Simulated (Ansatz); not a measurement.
Li3SiS2 (space group R-3m, No. 166). Coordinates: coordinates from a relaxation with DFT PBE, scalar-relativistic, plane waves, PAW in Ansatz; the starting structure was generated, so it need not be a known form of this composition.

```xyz
18
Lattice="6.7753 0.0000 0.0000 -3.3877 5.8676 0.0000 0.0000 0.0000 10.6529" Properties=species:S:1:pos:R:3 pbc="T T T"
Li    5.0815    0.9779    1.7755
Li    1.6938    0.9779    1.7755
Li    0.0000    1.9559    8.8774
Si    0.0000    3.9117    1.7755
S     0.0000    3.9117    4.1690
S     0.0000    3.9117   10.0349
Li    1.6938    2.9338    5.3265
Li   -1.6938    2.9338    5.3265
Li    3.3877    3.9117    1.7755
Si    0.0000    0.0000    5.3265
S     0.0000    0.0000    7.7200
S     0.0000    0.0000    2.9330
Li   -1.6938    4.8897    8.8774
Li    1.6938    4.8897    8.8774
Li    3.3877    0.0000    5.3265
Si    3.3877    1.9559    8.8774
S     3.3877    1.9559    0.6180
S     3.3877    1.9559    6.4839
```

Bonds are taken as Li–S below 2.6 Å and S–Si below 2.7 Å. Simplification: prune 0- and 1-connected atoms, fold 2-connected ones into links.

Derive the underlying net.

The result is a uninodal 4-connected, three-periodic net: S is a 4-connected node. Li and Si become part of the edges. It is the dia net, known from diamond, zinc blende and cristobalite. Two identical nets interpenetrate without a bond between them.

```csv
node,links,point symbol,coordination sequence
S,4,6^6,4 12 24 42 64 92 124 162
```

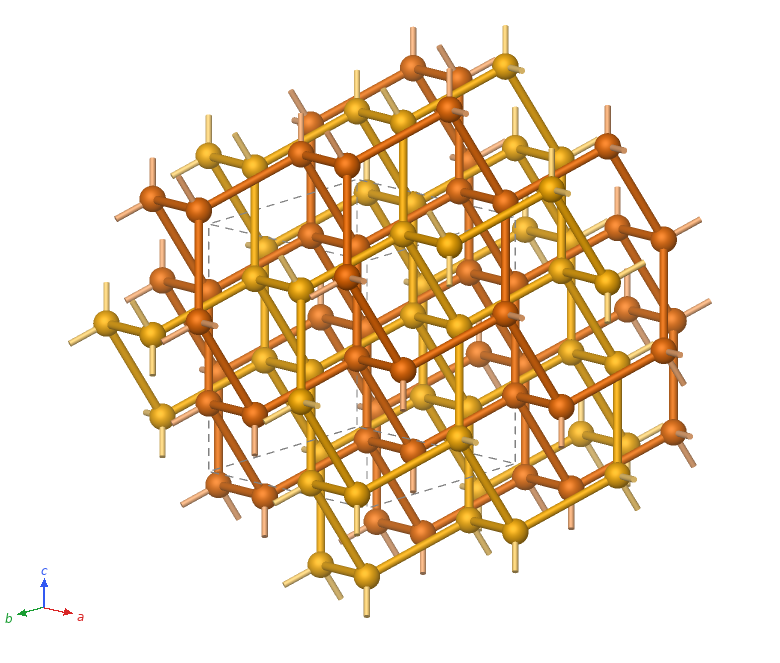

Colours tell the separate nets apart. Short stubs are edges that leave the cut-out.
